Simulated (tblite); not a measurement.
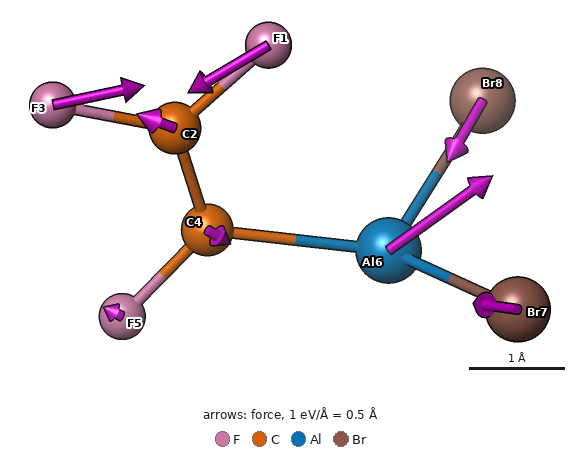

Starting geometry of AlC2Br2F3 with the computed forces as purple arrows. A ball-and-stick model, seen at a tilt.

Computed with GFN2-xTB geometry optimisation, gas phase in tblite. 

Q: What follows when this structure is relaxed?

A: It isn't relaxed: the largest force vector, on Al6, is 2.84 eV/Å. The final displacements follow the starting forces only in part (cosine between the two patterns 0.51). After 39 geometry steps the energy has fallen by 21.6 kcal/mol. The atom that moves furthest after the best rigid fit is Al6 (0.52 Å). Largest moves by element: Al 0.52 Å, F 0.31 Å, Br 0.24 Å, C 0.16 Å. Among the contacts that change: F1–Al6 2.936 → 2.216 Å, Al6–Br7 2.399 → 2.235 Å, C2–F3 1.368 → 1.309 Å, C4–Al6 1.979 → 2.030 Å. Bond angles that change, for instance: F5–C4–Al6 120.9° → 144.5°, C2–C4–Al6 116.8° → 95.9°, Br7–Al6–Br8 115.0° → 131.5°. Cost: 0.27 s on 1 thread of Arm Neoverse V2 (shared host).
